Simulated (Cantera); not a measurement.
Feed: 1 mol CaCO3, 0.31 mol H2O, 0.012 mol H2, equilibrated at 14.3 Torr.

Cantera equilibrium calculation (NASA polynomials, part measured and part estimated; ideal gas, pure solids and liquids). Candidate condensed phases: C, C6H6, C7H8, C8H18, Ca, CaCO3, CaO, Ca(OH)2, H2O; 115 gas species. Kinetics and transport are ignored.

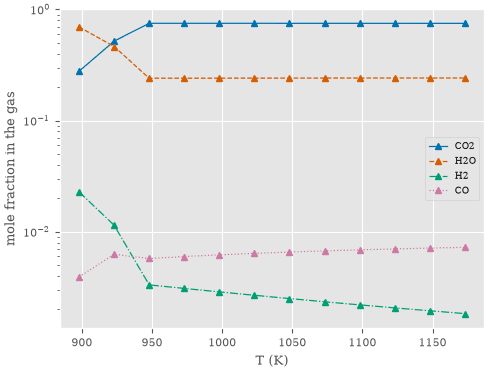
Figure. Equilibrium gas composition (values under 1e-9 drawn at 1e-9)

From 898 K to 923 K the condensed part is CaCO3(calcite) + CaO(s). From 948 K to 1173 K the condensed part is CaO(s).
